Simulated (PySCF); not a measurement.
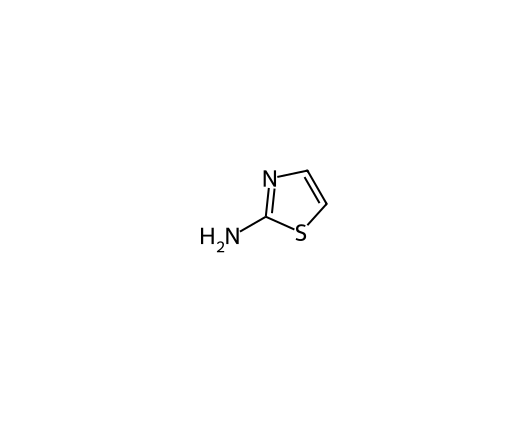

A structural formula.

Question: Transcribe the drawing into SMILES.

Answer: Nc1nccs1

Question: What is the molecular formula?

Answer: C3H4N2S.

Question: An optimisation with PBE0-D3(BJ)/def2-SVP gave a structure of which point group?

Answer: C1.

More results for the same structure follow; atom numbers are the same in all pictures, views and colours differ. Computed geometry: PBE0-D3(BJ)/def2-SVP optimisation. No frequency run is at hand to confirm it as a minimum.

### Shape

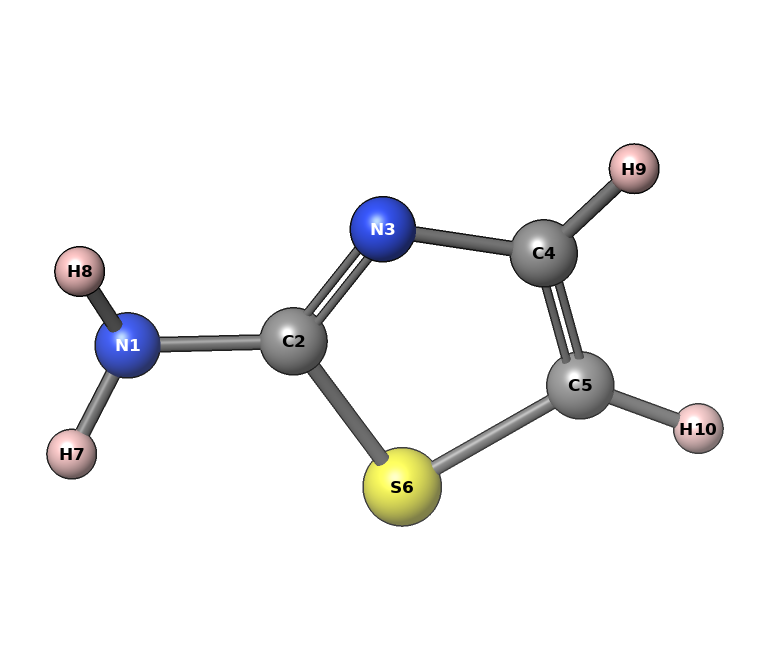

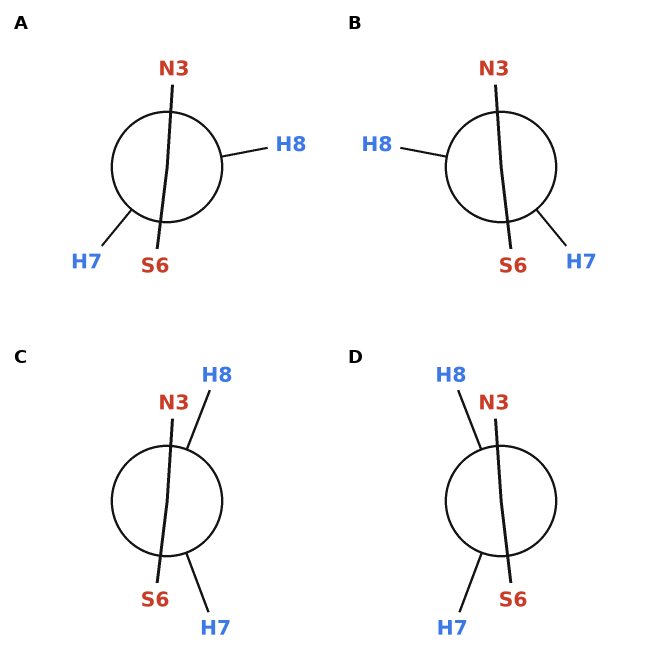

Atoms fade into the background with distance from the viewer. Bonds that would overlap in a projection are set slightly apart. No frequency run is at hand to confirm it as a minimum.

Question: Which Newman projection shows the view along C2–N1, with C2 in front?

Answer: D. The torsion angle S6–C2–N1–H7 is 27°, synperiplanar.

### Ring current

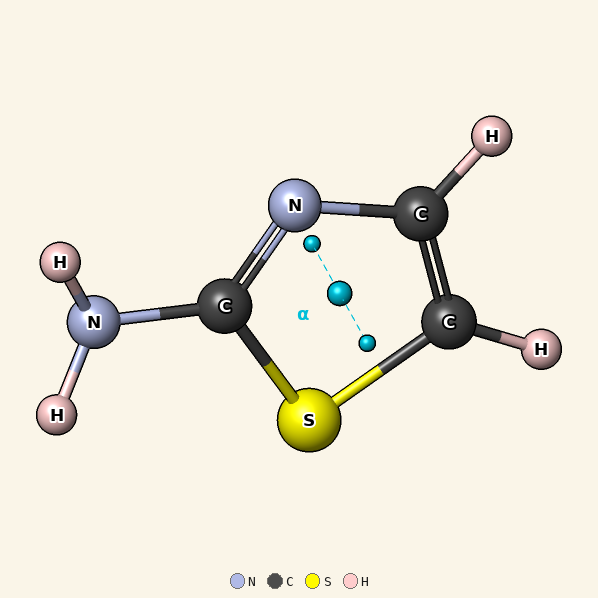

The small points mark where nucleus-independent chemical shifts (NICS) were computed: at the centre of each lettered ring and 1 Å above and below it. No frequency run is at hand to confirm it as a minimum. Method: GIAO B3LYP/pcSseg-2 NMR shielding, non-relativistic, gas phase (PySCF 2.14.0).

Give NICS(0), NICS(1) and the out-of-plane component NICS(1)zz for each ring (means of the two sides).

```csv
ring,members,NICS(0),NICS(1),NICS(1)zz
α,C3NS,−10.3,−7.7,−20.7
```

Values in ppm.

Question: What do the values say about the ring currents?

Answer: Ring α: diatropic, as in an aromatic ring. NICS is one index among several.

### Electronic properties

No frequency run is at hand to confirm it as a minimum. Properties computed with B97-D/pcSseg-2, gas phase (PySCF 2.14.0).

Question: Estimate the HOMO energy (Kohn–Sham orbital).

Answer: −5.04 eV.

Question: Give the HOMO–LUMO gap at this level.

Answer: 4.01 eV.

Question: Estimate the dipole moment.

Answer: 1.77 D.

### NMR shielding

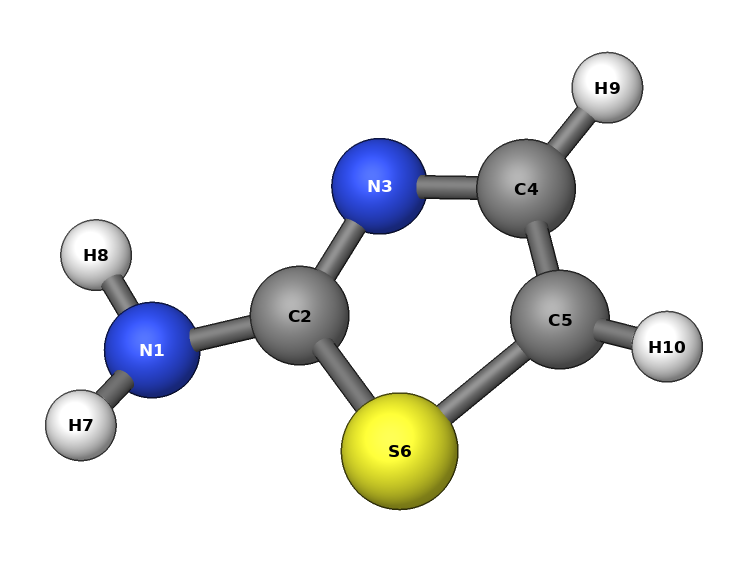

No frequency run is at hand to confirm it as a minimum. Method: GIAO B97-D/pcSseg-2 NMR shielding, non-relativistic, gas phase (PySCF 2.14.0). Principal shieldings σ11 ≤ σ22 ≤ σ33, span Ω = σ33 − σ11, skew κ = 3(σiso − σ22)/Ω.

Give the shielding tensors of the S atoms.

| atom | σ11 | σ22 | σ33 | σiso | Ω | κ |
| --- | --- | --- | --- | --- | --- | --- |
| S6 | 136.9 | 341.7 | 388.2 | 289.0 | 251.3 | −0.63 |

Shieldings and span in ppm.
